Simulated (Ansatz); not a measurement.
**BCuFHO$_{2}$S: density, localisation and related maps**

Input

```
basis:
  gaussian: {orbitals: def2-TZVPD}
crystal:
  periodic: [false, false, false]
  atoms:
    - symbol: B
      position_ang: [2.320996, -1.393421, 0.533847]
    - symbol: Cu
      position_ang: [-0.079084, -0.323097, -0.213063]
    - symbol: F
      position_ang: [1.937625, -0.130751, 0.021279]
    - symbol: O
      position_ang: [3.645099, -1.544504, 0.787657]
    - symbol: O
      position_ang: [1.440616, -2.369263, 0.752781]
    - symbol: S
      position_ang: [-0.329163, -2.237140, 0.438738]
    - symbol: H
      position_ang: [4.158677, -0.752183, 0.579538]
hamiltonian: {xc: pbe0}
output: {forces: true, orbitals: {seedname: orbitals}}
```

Launched as:

```sh
ansatz run input.yaml --threads 2 --pin off --max-ram 4350MiB --events-out events.jsonl --progress --plain --runs-dir runs
```

Geometry: B3LYP/6-31G*.

All numbers below come from Ansatz 0.2.0, isolated molecule in a Gaussian basis; Kohn-Sham density functional theory, functional PBE0.

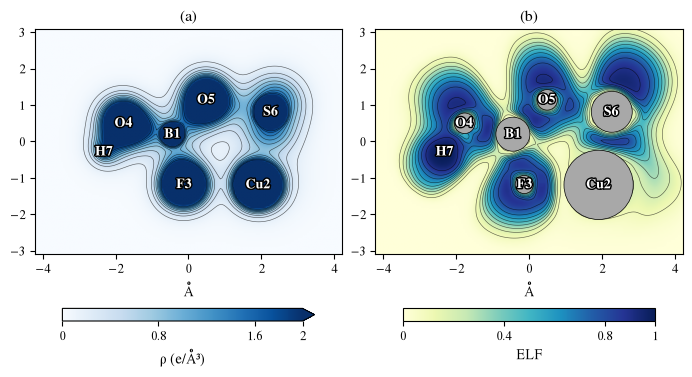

Figure 1. (a) electron density; (b) ELF on the molecular plane. Grey discs cover the atomic cores in the ELF map.

What do the fields say about this system?

The section cuts through B, Cu, F, O, S and H sites.
B–O (1.33 Å): the density is about 2.3 e/Å³ at the midpoint; the ELF peaks at about 0.85 between the atoms, as expected for a polar covalent bond.
B–F (1.42 Å): the density is about 1.7 e/Å³ at the midpoint; the ELF peaks at about 0.85 between the atoms: a polar covalent bond.
S–O (1.80 Å): the density is about 1 e/Å³ at the midpoint; the ELF peaks at about 0.80 between the atoms, as expected for a shared but strongly polarised pair.
Cu–S (2.04 Å): ρ at the midpoint is about 0.85 e/Å³; the ELF peaks at about 0.80 in the valence shell of S, 0.8 Å from its nucleus, and is about 0.50 at the midpoint.
Cu–F (2.04 Å): ρ is about 0.41 e/Å³ halfway; the ELF peaks at about 0.85 in the valence shell of F, 0.6 Å from its nucleus, and is about 0.10 at the midpoint.
The ELF also peaks beside O4 and O5, away from the bonds: lone-pair regions.

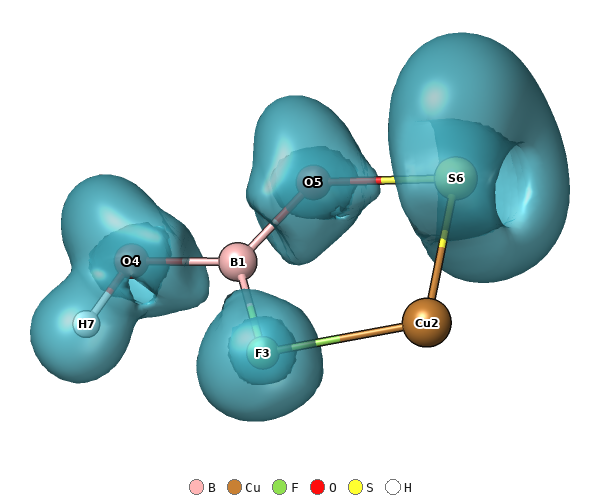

Figure 2. Isosurface of the ELF at 0.75 (cyan), seen at a tilt. Only the valence region is drawn (cores and ρ < 0.01 e/Å³ removed).

Identify the bonds, lone pairs and shells in this picture.

The ELF exceeds this value in one region on F in which the atom's valence shell and bonds are merged, one region on O in which the atom's valence shell and bonds are merged, one region wrapped around S (its valence shell) and one joined region spread over several atoms (H, O), in which their bonds and any lone pairs are merged.

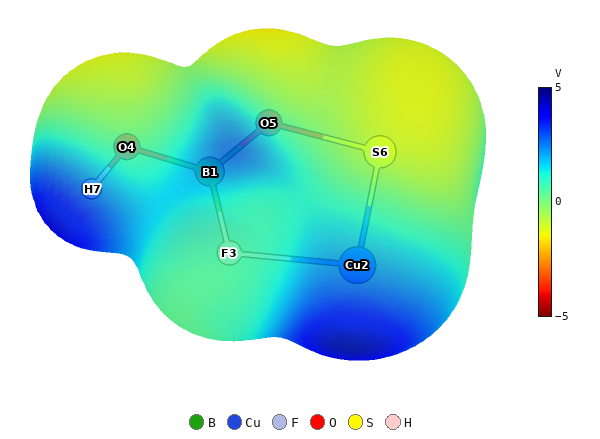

Figure 3. The molecular electrostatic potential painted on the density surface at 0.004 e/bohr³, seen at a tilt; the colour scale runs from red (negative) to blue (positive).

Describe the electrostatic potential map.

The most negative region (about −1.6 V, or −37 kcal/mol for a unit charge) lies over O5, the most positive (about +4.4 V, or +101 kcal/mol for a unit charge) over Cu2. O5 is the likeliest acceptor of a hydrogen bond.
